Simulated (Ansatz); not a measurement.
**BSiNH (quartet): wB97M-V, B2PLYP over vertical spin and charge gaps, def2-QZVPP**

Aim: run BSiNH (quartet) with these functionals over vertical spin and charge gaps, and hold them against the top wave-function level at the same points.

Computed with Ansatz 0.2.0, Gaussian basis. Level: def2-QZVPP, all electrons in the functionals, frozen cores in the correlation of double hybrids and RPA.

To be run: wB97M-V, B2PLYP, at charge 0, quartet; charge 0, doublet; charge 0, sextet; charge 1, triplet; charge 1, quintet.

## Step 1: The system

The geometry is a PBE0/def2-TZVP stationary point (not a proven minimum).

4 atoms, charge 0, spin multiplicity 4.

Atoms are counted from 1 here; the program's logs count them from 0.

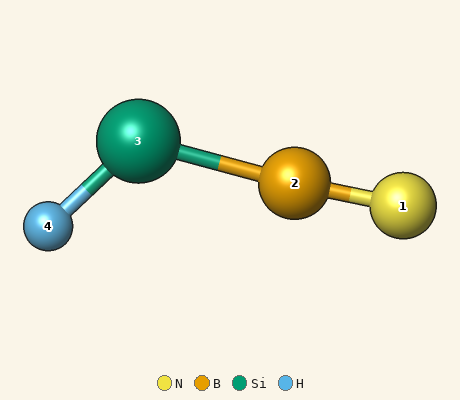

The geometry (nitrogen yellow, boron amber, silicon teal, hydrogen blue); atoms are numbered from 1 in the order of the file.

No dispersion term is added; wB97M-V holds VV10 nonlocal correlation.

The geometry shown and the zero of energy belong to the point charge 0, quartet. The yardstick, UCCSD(T), and other wave-function levels (R restricted, U unrestricted, valence and pair active spaces) come from earlier runs.

## Step 2: wB97M-V, charge 0, quartet

File in.yaml:

```yaml
crystal:
  periodic: [false, false, false]
  atoms:
    - {symbol: N, position_ang: [0.000000, 0.051693, 2.035342]}
    - {symbol: B, position_ang: [0.000000, 0.044493, 0.712376]}
    - {symbol: Si, position_ang: [0.000000, -0.083412, -1.214889]}
    - {symbol: H, position_ang: [0.000000, 1.128664, -2.072682]}
basis:
  gaussian: {orbitals: "def2-QZVPP.json"}
magnetization: {spin_polarized: true, initial_magnetization: 3}
hamiltonian: {xc: {name: wB97M-V}}
output: {orbitals: {seedname: orbitals}}
```

Started as:

```
> ansatz run in.yaml --threads 1 --pin off --events-out ev --progress --plain --max-ram 2393MiB
```

The program printed, cut to the lines that bear on the results:

```text
Functional definition: wB97M-V
  name "wB97M-V"
  cite "Mardirossian & Head-Gordon, J. Chem. Phys. 144, 214110 (2016) doi:10.1063/1.4952647"
  cite "Becke, J. Chem. Phys. 107, 8554 (1997) doi:10.1063/1.475007"
  cite "Vydrov & Van Voorhis, J. Chem. Phys. 133, 244103 (2010) doi:10.1063/1.3521275"
  # Of w^i u^j: cxij and so on, Table III.
[...]
  gx(w, u) = 1 - cx + cx01*u + cx10*w
  gss(w, u) = css00 + css04*u^4 + css10*w + css20*w^2 + css43*w^4*u^3
  gos(w, u) = cos00 + cos10*w + (cos20 + cos21*u)*w^2 + (cos60 + cos61*u)*w^6
[...]
      + integral(e_c_pw_mod_opposite_spin*gos(b97_w_opposite, b97_u_opposite)) + vv10(b, c)
783 factors; their error is unknown
193 factors; integrals over basis functions are off by at most 2.7e-5 eV
[...]
mean field -10054.52775649 eV, -369.4970798474 hartree, gradient 2.5e-6 eV, S^2 3.760342; 3 other end points of the search recorded, 0 dependent functions left out
reference -10054.52780503 eV, -369.4970816309 hartree; 15, 12 occupied and 199, 202 virtual orbitals, 783 factors
Total energy: -10054.52780503 eV, -369.4970816309 hartree
```

It took 2 min on 1 thread of Arm Neoverse V1, shared host; peak memory 0.76 GiB.

From the report: ⟨S²⟩ of the determinant 3.760 (pure quartet: 3.75).

## Step 3: wB97M-V, charge 0, doublet

Changes to in.yaml since step 2:

```diff
@@ -9,3 +9,3 @@
   gaussian: {orbitals: "def2-QZVPP.json"}
-magnetization: {spin_polarized: true, initial_magnetization: 3}
+magnetization: {spin_polarized: true, initial_magnetization: 1}
 hamiltonian: {xc: {name: wB97M-V}}
```

Launched as before.

The program printed, cut to the lines that bear on the results:

```text
Functional definition: wB97M-V
  name "wB97M-V"
  cite "Mardirossian & Head-Gordon, J. Chem. Phys. 144, 214110 (2016) doi:10.1063/1.4952647"
  cite "Becke, J. Chem. Phys. 107, 8554 (1997) doi:10.1063/1.475007"
  cite "Vydrov & Van Voorhis, J. Chem. Phys. 133, 244103 (2010) doi:10.1063/1.3521275"
  # Of w^i u^j: cxij and so on, Table III.
[...]
  gx(w, u) = 1 - cx + cx01*u + cx10*w
  gss(w, u) = css00 + css04*u^4 + css10*w + css20*w^2 + css43*w^4*u^3
  gos(w, u) = cos00 + cos10*w + (cos20 + cos21*u)*w^2 + (cos60 + cos61*u)*w^6
[...]
      + integral(e_c_pw_mod_opposite_spin*gos(b97_w_opposite, b97_u_opposite)) + vv10(b, c)
783 factors; their error is unknown
193 factors; integrals over basis functions are off by at most 2.7e-5 eV
[...]
mean field -10055.25162870 eV, -369.5236816603 hartree, gradient 5.6e-6 eV, S^2 0.806746; 4 other end points of the search recorded, 0 dependent functions left out
reference -10055.25167825 eV, -369.5236834812 hartree; 14, 13 occupied and 200, 201 virtual orbitals, 783 factors
Total energy: -10055.25167825 eV, -369.5236834812 hartree
```

It took 73 s on 1 thread of Arm Neoverse V1, shared host; peak memory 0.71 GiB.

From the report: ⟨S²⟩ of the determinant 0.807 (pure doublet: 0.75).

From charge 0, quartet: -16.7 kcal/mol.

## Step 4: wB97M-V, charge 0, sextet

Changes to in.yaml since step 3:

```diff
@@ -9,3 +9,3 @@
   gaussian: {orbitals: "def2-QZVPP.json"}
-magnetization: {spin_polarized: true, initial_magnetization: 1}
+magnetization: {spin_polarized: true, initial_magnetization: 5}
 hamiltonian: {xc: {name: wB97M-V}}
```

Launched as before.

The program printed, cut to the lines that bear on the results:

```text
Functional definition: wB97M-V
  name "wB97M-V"
  cite "Mardirossian & Head-Gordon, J. Chem. Phys. 144, 214110 (2016) doi:10.1063/1.4952647"
  cite "Becke, J. Chem. Phys. 107, 8554 (1997) doi:10.1063/1.475007"
  cite "Vydrov & Van Voorhis, J. Chem. Phys. 133, 244103 (2010) doi:10.1063/1.3521275"
  # Of w^i u^j: cxij and so on, Table III.
[...]
  gx(w, u) = 1 - cx + cx01*u + cx10*w
  gss(w, u) = css00 + css04*u^4 + css10*w + css20*w^2 + css43*w^4*u^3
  gos(w, u) = cos00 + cos10*w + (cos20 + cos21*u)*w^2 + (cos60 + cos61*u)*w^6
[...]
      + integral(e_c_pw_mod_opposite_spin*gos(b97_w_opposite, b97_u_opposite)) + vv10(b, c)
783 factors; their error is unknown
193 factors; integrals over basis functions are off by at most 2.7e-5 eV
[...]
mean field -10050.14465656 eV, -369.3360038960 hartree, gradient 4.6e-5 eV, S^2 8.756051; 4 other end points of the search recorded, 0 dependent functions left out
reference -10050.14470501 eV, -369.3360056763 hartree; 16, 11 occupied and 198, 203 virtual orbitals, 783 factors
Total energy: -10050.14470501 eV, -369.3360056763 hartree
```

Wall time 60 s (1 thread of Arm Neoverse V1, shared host); peak memory 0.7 GiB.

From the report: ⟨S²⟩ of the determinant 8.756 (pure sextet: 8.75).

From charge 0, quartet: +101.1 kcal/mol.

## Step 5: wB97M-V, charge 1, triplet

Changes to in.yaml since step 4:

```diff
@@ -9,3 +9,4 @@
   gaussian: {orbitals: "def2-QZVPP.json"}
-magnetization: {spin_polarized: true, initial_magnetization: 5}
+total_charge: 1
+magnetization: {spin_polarized: true, initial_magnetization: 2}
 hamiltonian: {xc: {name: wB97M-V}}
```

The command is unchanged.

The program printed, cut to the lines that bear on the results:

```text
Functional definition: wB97M-V
  name "wB97M-V"
  cite "Mardirossian & Head-Gordon, J. Chem. Phys. 144, 214110 (2016) doi:10.1063/1.4952647"
  cite "Becke, J. Chem. Phys. 107, 8554 (1997) doi:10.1063/1.475007"
  cite "Vydrov & Van Voorhis, J. Chem. Phys. 133, 244103 (2010) doi:10.1063/1.3521275"
  # Of w^i u^j: cxij and so on, Table III.
[...]
  gx(w, u) = 1 - cx + cx01*u + cx10*w
  gss(w, u) = css00 + css04*u^4 + css10*w + css20*w^2 + css43*w^4*u^3
  gos(w, u) = cos00 + cos10*w + (cos20 + cos21*u)*w^2 + (cos60 + cos61*u)*w^6
[...]
      + integral(e_c_pw_mod_opposite_spin*gos(b97_w_opposite, b97_u_opposite)) + vv10(b, c)
783 factors; their error is unknown
193 factors; integrals over basis functions are off by at most 2.7e-5 eV
[...]
mean field -10045.96771969 eV, -369.1825042970 hartree, gradient 9.3e-6 eV, S^2 2.017983; 5 other end points of the search recorded, 0 dependent functions left out
reference -10045.96777185 eV, -369.1825062140 hartree; 14, 12 occupied and 200, 202 virtual orbitals, 783 factors
Total energy: -10045.96777185 eV, -369.1825062140 hartree
```

Run time: 69 s. Hardware: 1 thread of Arm Neoverse V1, shared host; peak memory 0.7 GiB.

From the report: ⟨S²⟩ of the determinant 2.018 (pure triplet: 2.00).

From charge 0, quartet: +197.4 kcal/mol.

## Step 6: wB97M-V, charge 1, quintet

Changes to in.yaml since step 5:

```diff
@@ -10,3 +10,3 @@
 total_charge: 1
-magnetization: {spin_polarized: true, initial_magnetization: 2}
+magnetization: {spin_polarized: true, initial_magnetization: 4}
 hamiltonian: {xc: {name: wB97M-V}}
```

Launched as before.

The program printed, cut to the lines that bear on the results:

```text
Functional definition: wB97M-V
  name "wB97M-V"
  cite "Mardirossian & Head-Gordon, J. Chem. Phys. 144, 214110 (2016) doi:10.1063/1.4952647"
  cite "Becke, J. Chem. Phys. 107, 8554 (1997) doi:10.1063/1.475007"
  cite "Vydrov & Van Voorhis, J. Chem. Phys. 133, 244103 (2010) doi:10.1063/1.3521275"
  # Of w^i u^j: cxij and so on, Table III.
[...]
  gx(w, u) = 1 - cx + cx01*u + cx10*w
  gss(w, u) = css00 + css04*u^4 + css10*w + css20*w^2 + css43*w^4*u^3
  gos(w, u) = cos00 + cos10*w + (cos20 + cos21*u)*w^2 + (cos60 + cos61*u)*w^6
[...]
      + integral(e_c_pw_mod_opposite_spin*gos(b97_w_opposite, b97_u_opposite)) + vv10(b, c)
783 factors; their error is unknown
193 factors; integrals over basis functions are off by at most 2.7e-5 eV
[...]
mean field -10044.28003173 eV, -369.1204829086 hartree, gradient 3.5e-5 eV, S^2 6.005530; 3 other end points of the search recorded, 0 dependent functions left out
reference -10044.28008226 eV, -369.1204847653 hartree; 15, 11 occupied and 199, 203 virtual orbitals, 783 factors
Total energy: -10044.28008226 eV, -369.1204847653 hartree
```

It took 57 s on 1 thread of Arm Neoverse V1, shared host; peak memory 0.7 GiB.

From the report: ⟨S²⟩ of the determinant 6.006 (pure quintet: 6.00).

From charge 0, quartet: +236.3 kcal/mol.

## Step 7: B2PLYP, charge 0, quartet

Changes to in.yaml since step 6:

```diff
@@ -9,5 +9,4 @@
   gaussian: {orbitals: "def2-QZVPP.json"}
-total_charge: 1
-magnetization: {spin_polarized: true, initial_magnetization: 4}
-hamiltonian: {xc: {name: wB97M-V}}
-output: {orbitals: {seedname: orbitals}}
+magnetization: {spin_polarized: true, initial_magnetization: 3}
+hamiltonian: {xc: {name: B2PLYP}}
+correlation: {electrons: outside_noble_gas}
```

Launched as before.

The program printed, cut to the lines that bear on the results:

```text
Functional definition: B2PLYP
  name "B2PLYP"
  cite "Grimme, J. Chem. Phys. 124, 034108 (2006) doi:10.1063/1.2148954"
  cite "Becke, Phys. Rev. A 38, 3098 (1988) doi:10.1103/PhysRevA.38.3098"
  cite "Lee, Yang & Parr, Phys. Rev. B 37, 785 (1988) doi:10.1103/PhysRevB.37.785"
[...]
1294 factors; integrals over basis functions are off by at most 8.0e-4 eV
[...]
mean field -10047.89277550 eV, -369.2532487934 hartree, gradient 1.6e-6 eV, S^2 3.783800; 7 other end points of the search recorded, 0 dependent functions left out
7 core orbitals not correlated: weight in the atoms' cores, before any rotation towards them, 1.000 or more for the frozen orbitals, at most 0.000 for the correlated occupied ones
reference -10047.89292157 eV, -369.2532541613 hartree; 8, 5 occupied and 199, 202 virtual orbitals, 1294 factors
second order -11.58815752 eV of doubles, -0.00000000 eV of singles
Total energy: -10051.02172410 eV, -369.3682355335 hartree
```

Run time: 65 s. Hardware: 1 thread of Arm Neoverse V1, shared host; peak memory 0.6 GiB.

From the report: ⟨S²⟩ of the determinant 3.784 (pure quartet: 3.75).

## Step 8: B2PLYP, charge 0, doublet

Changes to in.yaml since step 7:

```diff
@@ -9,3 +9,3 @@
   gaussian: {orbitals: "def2-QZVPP.json"}
-magnetization: {spin_polarized: true, initial_magnetization: 3}
+magnetization: {spin_polarized: true, initial_magnetization: 1}
 hamiltonian: {xc: {name: B2PLYP}}
```

Launched as before.

The program printed, cut to the lines that bear on the results:

```text
Functional definition: B2PLYP
  name "B2PLYP"
  cite "Grimme, J. Chem. Phys. 124, 034108 (2006) doi:10.1063/1.2148954"
  cite "Becke, Phys. Rev. A 38, 3098 (1988) doi:10.1103/PhysRevA.38.3098"
  cite "Lee, Yang & Parr, Phys. Rev. B 37, 785 (1988) doi:10.1103/PhysRevB.37.785"
[...]
1294 factors; integrals over basis functions are off by at most 8.0e-4 eV
[...]
mean field -10048.30075567 eV, -369.2682417881 hartree, gradient 3.0e-6 eV, S^2 1.243646; 11 other end points of the search recorded, 0 dependent functions left out
7 core orbitals not correlated: weight in the atoms' cores, before any rotation towards them, 1.000 or more for the frozen orbitals, at most 0.000 for the correlated occupied ones
reference -10048.30090165 eV, -369.2682471526 hartree; 7, 6 occupied and 200, 201 virtual orbitals, 1294 factors
second order -12.45869805 eV of doubles, -0.00000000 eV of singles
Total energy: -10051.66475012 eV, -369.3918663039 hartree
```

Wall time 93 s (1 thread of Arm Neoverse V1, shared host); peak memory 0.63 GiB.

From the report: ⟨S²⟩ of the determinant 1.244 (pure doublet: 0.75).

From charge 0, quartet: -14.8 kcal/mol.

## Step 9: B2PLYP, charge 0, sextet

Changes to in.yaml since step 8:

```diff
@@ -9,3 +9,3 @@
   gaussian: {orbitals: "def2-QZVPP.json"}
-magnetization: {spin_polarized: true, initial_magnetization: 1}
+magnetization: {spin_polarized: true, initial_magnetization: 5}
 hamiltonian: {xc: {name: B2PLYP}}
```

The command is unchanged.

The program printed, cut to the lines that bear on the results:

```text
Functional definition: B2PLYP
  name "B2PLYP"
  cite "Grimme, J. Chem. Phys. 124, 034108 (2006) doi:10.1063/1.2148954"
  cite "Becke, Phys. Rev. A 38, 3098 (1988) doi:10.1103/PhysRevA.38.3098"
  cite "Lee, Yang & Parr, Phys. Rev. B 37, 785 (1988) doi:10.1103/PhysRevB.37.785"
[...]
1294 factors; integrals over basis functions are off by at most 8.0e-4 eV
[...]
mean field -10043.97879467 eV, -369.1094126506 hartree, gradient 9.6e-6 eV, S^2 8.763004; 6 other end points of the search recorded, 0 dependent functions left out
7 core orbitals not correlated: weight in the atoms' cores, before any rotation towards them, 1.000 or more for the frozen orbitals, at most 0.000 for the correlated occupied ones
reference -10043.97894556 eV, -369.1094181959 hartree; 9, 4 occupied and 198, 203 virtual orbitals, 1294 factors
second order -9.51542476 eV of doubles, -0.00000000 eV of singles
Total energy: -10046.54811025 eV, -369.2038332566 hartree
```

Wall time 24 s (1 thread of Arm Neoverse V1, shared host); peak memory 0.5 GiB.

From the report: ⟨S²⟩ of the determinant 8.763 (pure sextet: 8.75).

From charge 0, quartet: +103.2 kcal/mol.

## Step 10: B2PLYP, charge 1, triplet

Changes to in.yaml since step 9:

```diff
@@ -9,3 +9,4 @@
   gaussian: {orbitals: "def2-QZVPP.json"}
-magnetization: {spin_polarized: true, initial_magnetization: 5}
+total_charge: 1
+magnetization: {spin_polarized: true, initial_magnetization: 2}
 hamiltonian: {xc: {name: B2PLYP}}
```

The command is unchanged.

The program printed, cut to the lines that bear on the results:

```text
Functional definition: B2PLYP
  name "B2PLYP"
  cite "Grimme, J. Chem. Phys. 124, 034108 (2006) doi:10.1063/1.2148954"
  cite "Becke, Phys. Rev. A 38, 3098 (1988) doi:10.1103/PhysRevA.38.3098"
  cite "Lee, Yang & Parr, Phys. Rev. B 37, 785 (1988) doi:10.1103/PhysRevB.37.785"
[...]
1294 factors; integrals over basis functions are off by at most 8.0e-4 eV
[...]
mean field -10039.43272004 eV, -368.9423474894 hartree, gradient 7.8e-6 eV, S^2 2.211982; 6 other end points of the search recorded, 0 dependent functions left out
7 core orbitals not correlated: weight in the atoms' cores, before any rotation towards them, 1.000 or more for the frozen orbitals, at most 0.000 for the correlated occupied ones
reference -10039.43286788 eV, -368.9423529226 hartree; 7, 5 occupied and 200, 202 virtual orbitals, 1294 factors
second order -10.89092495 eV of doubles, -0.00000000 eV of singles
Total energy: -10042.37341762 eV, -369.0504161322 hartree
```

It took 52 s on 1 thread of Arm Neoverse V1, shared host; peak memory 0.7 GiB.

From the report: ⟨S²⟩ of the determinant 2.212 (pure triplet: 2.00).

From charge 0, quartet: +199.4 kcal/mol.

## Step 11: B2PLYP, charge 1, quintet

Changes to in.yaml since step 10:

```diff
@@ -10,3 +10,3 @@
 total_charge: 1
-magnetization: {spin_polarized: true, initial_magnetization: 2}
+magnetization: {spin_polarized: true, initial_magnetization: 4}
 hamiltonian: {xc: {name: B2PLYP}}
```

The command is unchanged.

The program printed, cut to the lines that bear on the results:

```text
Functional definition: B2PLYP
  name "B2PLYP"
  cite "Grimme, J. Chem. Phys. 124, 034108 (2006) doi:10.1063/1.2148954"
  cite "Becke, Phys. Rev. A 38, 3098 (1988) doi:10.1103/PhysRevA.38.3098"
  cite "Lee, Yang & Parr, Phys. Rev. B 37, 785 (1988) doi:10.1103/PhysRevB.37.785"
[...]
1294 factors; integrals over basis functions are off by at most 8.0e-4 eV
[...]
mean field -10038.16033611 eV, -368.8955882424 hartree, gradient 5.6e-6 eV, S^2 6.014124; 4 other end points of the search recorded, 0 dependent functions left out
7 core orbitals not correlated: weight in the atoms' cores, before any rotation towards them, 1.000 or more for the frozen orbitals, at most 0.000 for the correlated occupied ones
reference -10038.16047961 eV, -368.8955935160 hartree; 8, 4 occupied and 199, 203 virtual orbitals, 1294 factors
second order -9.09257254 eV of doubles, -0.00000000 eV of singles
Total energy: -10040.61547419 eV, -368.9858129030 hartree
```

It took 25 s on 1 thread of Arm Neoverse V1, shared host; peak memory 0.62 GiB.

From the report: ⟨S²⟩ of the determinant 6.014 (pure quintet: 6.00).

From charge 0, quartet: +240.0 kcal/mol.

## Step 12: Against the wave-function levels

No level is safe as a reference over these points; UCCSD(T) serves as a yardstick only. It comes from earlier runs at the same points. Energies in kcal/mol, counted from charge 0, quartet; blanks weren't run or aren't comparable.

```
   level  quartet to doublet  quartet to sextet  ionisation to the triplet cation  ionisation to the quintet cation
UCCSD(T)               -18.4              102.1                             200.5                             241.2
 wB97M-V               -16.7              101.1                             197.4                             236.3
  B2PLYP               -14.8              103.2                             199.4                             240.0
```

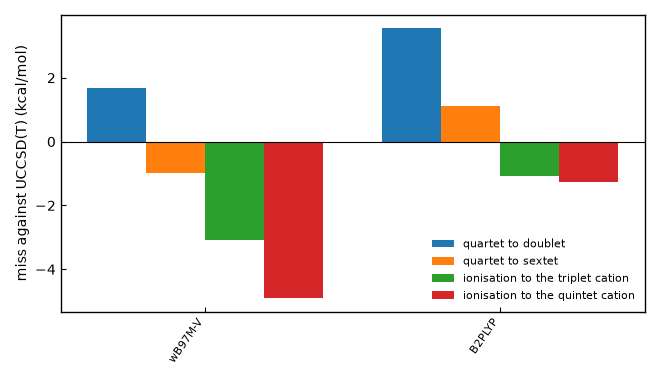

Misses of the gaps against UCCSD(T).

Largest miss and mean time a point (UCCSD(T) took 5.2 min a point; shared hosts):

```csv
level,largest miss (kcal/mol),where,time a point
wB97M-V,-4.9,ionisation to the quintet cation,76 s
B2PLYP,+3.5,quartet to doublet,51 s
```

## Step 13: Results

| quantity | value |
| --- | --- |
| quartet to doublet, UCCSD(T) | -18.4 kcal/mol |
| quartet to sextet, UCCSD(T) | 102.1 kcal/mol |
| ionisation to the triplet cation, UCCSD(T) | 200.5 kcal/mol |
| ionisation to the quintet cation, UCCSD(T) | 241.2 kcal/mol |
| largest miss, wB97M-V | -4.9 kcal/mol (ionisation to the quintet cation) |
| largest miss, B2PLYP | +3.5 kcal/mol (quartet to doublet) |

Of the functionals, B2PLYP keep the smallest largest miss at the points compared (at most 3.5 kcal/mol) and wB97M-V strays most (4.9 kcal/mol, at ionisation to the quintet cation). B2PLYP clearly breaks the spin symmetry at some points (⟨S²⟩ up to 0.49 above the pure value), so energy there is bought with a mixed spin. Functionals and the yardstick converge differently with the basis, so part of each miss in def2-QZVPP is the basis. The yardstick itself may be off where one determinant is a poor start.
